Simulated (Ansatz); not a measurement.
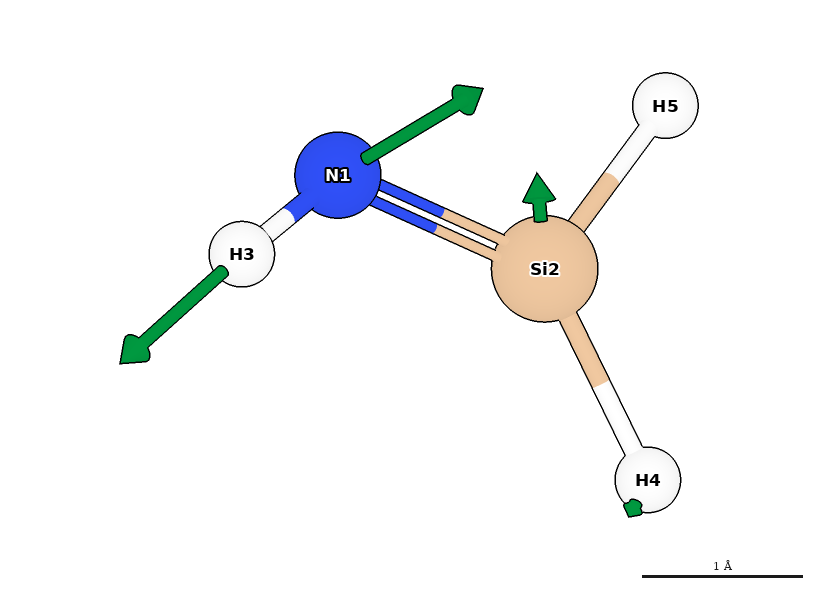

Arrows show the forces on the atoms, 0.4 Å of arrow for 1 eV/Å; forces under a tenth of the largest aren't drawn. Level of theory: RHF-CCSD(T) (frozen core)/def2-TZVPP (Ansatz 0.2.0).

Which bond do the forces act along most?

Answer. N1–H3, now 0.961 Å: the forces push its atoms apart, so a first step downhill lengthens it.

List the force components in the frame of the picture (x right, y up, z towards the viewer), in eV/Å.

```
atom     Fx     Fy     Fz
  N1   1.86   1.11  −1.56
 Si2  −0.06   0.78  −0.16
  H3  −1.63  −1.46   1.51
  H4  −0.12  −0.23   0.15
  H5  −0.05  −0.19   0.06
```
